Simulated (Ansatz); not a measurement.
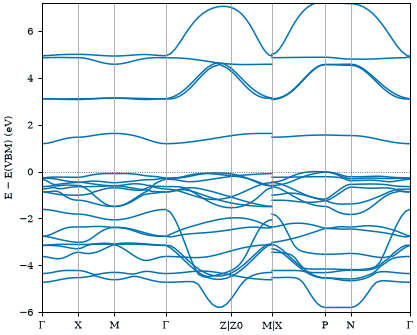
Figure: Band structure from the program Ansatz at the r²SCAN+D4 level (PAW)

Read off the gap and where the band edges lie.

About 1.2 eV (1.19 eV by a search for the band edges); maximum on the X–P line, 83 % of the way from X, minimum at Γ.

The material is ReNCl4 in space group I4 (No. 79; Re on 2a, N on 2a, Cl on 8c).

The first step of the workflow began from a Materials Project structure, measured or hypothetical; the Crystallography Open Database copy checked does not list it. Its standing as an ambient phase is unchecked. The r²SCAN+D4 relaxation kept the symmetry of its start; its stability against distortions is not shown here. The run is not spin-polarised. Scalar-relativistic: spin–orbit coupling is off unless named, which matters more the heavier the elements.

Potentials: the later of the program's two PAW sets.
